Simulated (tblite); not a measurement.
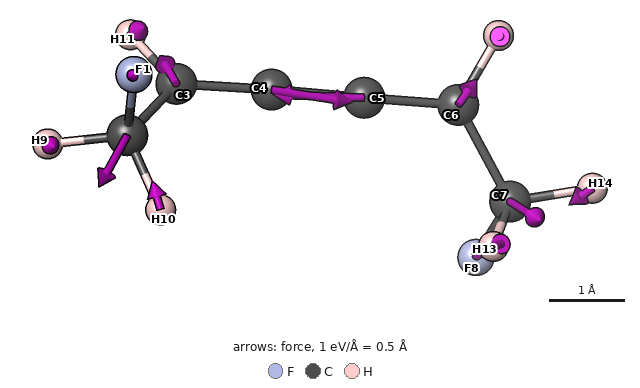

Starting geometry of C6H6F2 with the computed forces as purple arrows. Style: ball-and-stick. Shown at a tilt.

Theory: GFN2-xTB geometry optimisation, gas phase (tblite). 

Is this structure relaxed? If not, where do the atoms go?

Answer. It isn't relaxed: the largest force vector, on a C atom, is 2.61 eV/Å. The final displacements have little in common with the starting forces (cosine between the two patterns 0.17). The energy falls by 22.2 kcal/mol in 93 geometry steps. An F atom moves most after the best rigid fit: 1.05 Å. By element the largest moves are F 1.05 Å, H 0.98 Å, C 0.41 Å. Some distances before and after: C–H 1.141 → 1.094 Å, C–H 1.108 → 1.082 Å, C–C 1.471 → 1.496 Å, C–C 1.277 → 1.257 Å. Among the angles between lasting bonds that change: C–C–H 105.9° → 112.1°, F–C–H 112.0° → 106.2°, C–C–H 120.2° → 115.6°. Groups turn about C–C by about 70°, C–C by about 60°.
